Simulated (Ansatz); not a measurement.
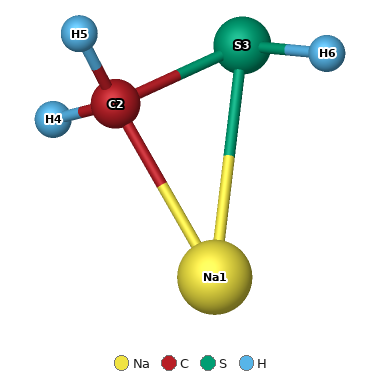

The system is CH₃NaS; the picture shows the grid point nearest to the relaxed geometry. Two internal coordinates are moved rigidly from the geometry relaxed at PBE0-D4/def2-TZVP, all others fixed. First axis: bond C2–H4. Second axis: angle H5–C2–S3. Grid: 7 × 7 points. Points are written as (first, second). All energies are given in eV relative to the lowest grid point. Theory: RKS PBE-D4/def2-TZVPP (Ansatz 0.2.0).

Its coordinates:

```xyz
6

Na   -1.9715    0.1216    0.4723
C    -0.0018    0.0275   -0.6539
S     0.7883   -0.4955    0.9159
H    -0.0617   -0.8905   -1.1924
H     0.6902    0.6700   -1.2011
H     0.5578    0.5942    1.6746
```

Range: bond C2–H4 from 0.900 to 1.592 Å; angle H5–C2–S3 from 79 to 139°.

> What landscape does the calculation give?

The lowest grid point is at (1.066 Å, 109°). It is the only kind of minimum in the scanned range. The highest grid point, (1.592 Å, 79°), lies 2.29 eV above the lowest. Round the minimum the two coordinates are nearly uncoupled.

```
angle H5–C2–S3 ↓, bond C2–H4 →  0.900  0.967  1.066  1.181  1.308  1.446  1.592
                           139   1.53   0.93   0.56   0.59   0.92   1.41   1.99
                           129   1.21   0.62   0.25   0.30   0.63   1.14   1.73
                           119   1.01   0.42   0.06   0.11   0.46   0.97   1.57
                           109   0.94   0.35   0.00   0.05   0.41   0.93   1.53
                            99   1.02   0.43   0.08   0.14   0.50   1.02   1.62
                            89   1.26   0.67   0.32   0.39   0.75   1.27   1.87
                            79   1.67   1.09   0.74   0.81   1.17   1.70   2.29
```

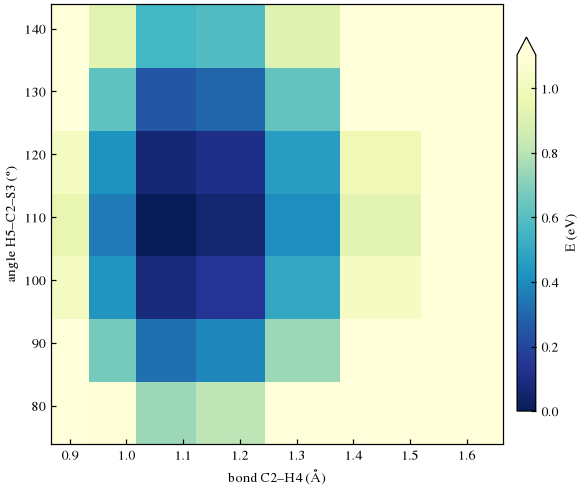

The picture shows one coloured cell a grid point, one colour for all values above the top of the scale.
